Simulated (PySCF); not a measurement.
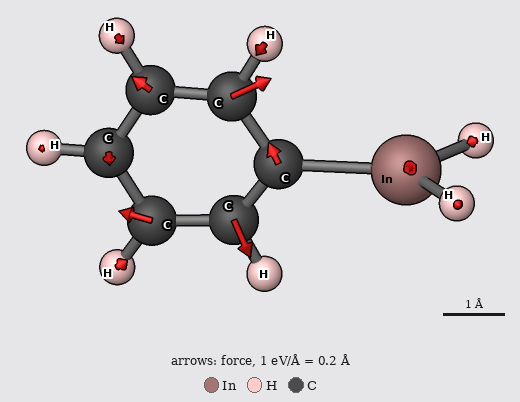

Starting geometry of C6H7In with the computed forces as red arrows. The picture is a ball-and-stick view, seen at a tilt.

The start comes from GFN2-xTB. Its atoms were then displaced at random by about 0.03 Å.

Theory: PBE0-D3(BJ)/def2-SVP geometry optimisation, gas phase (PySCF). 

What follows when this structure is relaxed?

Answer. It isn't relaxed: the largest force vector, on a C atom, is 4.03 eV/Å. The final displacements have little in common with the starting forces (cosine between the two patterns 0.05). The largest moves after the best rigid fit, 1.80 Å, are those of H atoms. Largest moves by element: H 1.80 Å, C 0.26 Å, In 0.09 Å. Some distances before and after: H–In 1.864 → 1.733 Å, H–In 1.674 → 1.734 Å, C–H 1.146 → 1.095 Å, C–C 1.368 → 1.405 Å. Among the angles between lasting bonds that change: H–In–H 111.5° → 122.7°, H–In–C 127.3° → 118.5°, C–C–C 111.9° → 118.0°. Groups turn about C–In by about 85°. After 20 geometry steps the energy has fallen by 0.663 eV.
